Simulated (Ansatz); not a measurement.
## Abstraction of H: C2H3F + CCl2F → C2H2F + CHCl2F

Species: C2H3F `C=CF`, singlet; CCl2F (dichlorofluoromethyl radical) `F[C](Cl)Cl`, doublet; C2H2F `C=[C]F`, doublet; CHCl2F (dichlorofluoromethane) `FC(Cl)Cl`, singlet. A radical takes H: the energy is the difference in strength between two C–H bonds in different surroundings.

Shapes, held fixed at every level: PBE0-D4/def2-TZVP. Programs: Ansatz 0.2.0. The zero-point and thermal change to 298 K, harmonic and unscaled (PBE0-D4/def2-TZVP), is -0.8 kJ/mol.

```
                level                    kind  ΔH(298 K) (kJ/mol)
    PBE-D4/def2-TZVPP                     GGA               +66.5
 r2SCAN-D4/def2-TZVPP                meta-GGA               +63.9
  B3LYP-D4/def2-TZVPP           global hybrid               +67.1
  BHLYP-D4/def2-TZVPP           global hybrid               +65.9
r2SCAN0-D4/def2-TZVPP           global hybrid               +63.7
   wB97X-V/def2-TZVPP  range-separated hybrid               +65.6
    B2PLYP/def2-TZVPP           double hybrid               +65.9
```

B2PLYP/def2-TZVPP gives ΔH(298 K) = +65.9 kJ/mol; the levels span +63.7 to +67.1. The median of the levels is +65.9. No measured value is set beside it here. Spin contamination: C2H2F (⟨S²⟩ up to 0.93). Open shells run unrestricted unless RO is named.

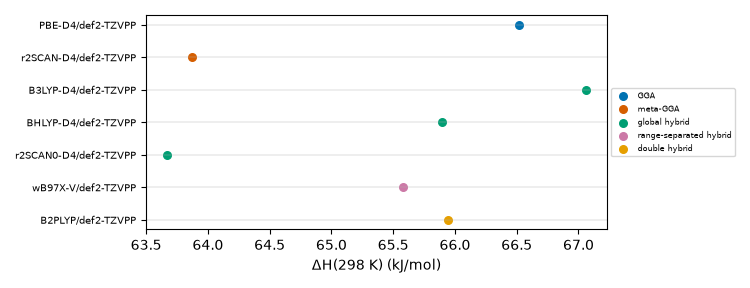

The values of the table, level by level.
